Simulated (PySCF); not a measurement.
Ge(I)(NH2), SMILES [NH2][Ge][I], singlet at its PBE0/def2-SVP optimised geometry (Å):

```
5

Ge    -0.7277    -1.2441     0.0000
I      1.8669    -1.2441     0.0000
N     -0.9419     0.5546     0.0000
H     -0.1953     1.2441     0.0007
H     -1.8669     0.9757    -0.0009
```

Method: PySCF with PBE0/def2-TZVP, def2 effective core potentials past Kr. The core electrons that the potentials of I replace are not part of the density. Cells within 0.4 Å of a nucleus heavier than hydrogen are left out (blank, or x).

Map of the electron localisation function on the plane z = 0.0 Å:

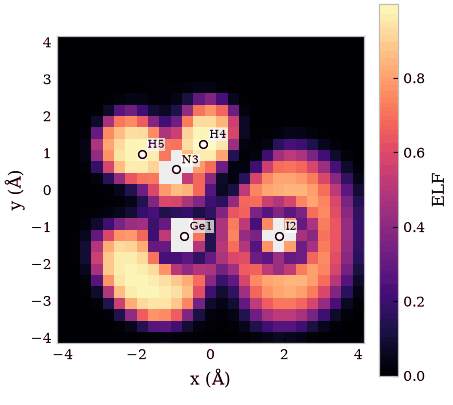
Electron localisation function on the plane z = 0.0 Å.
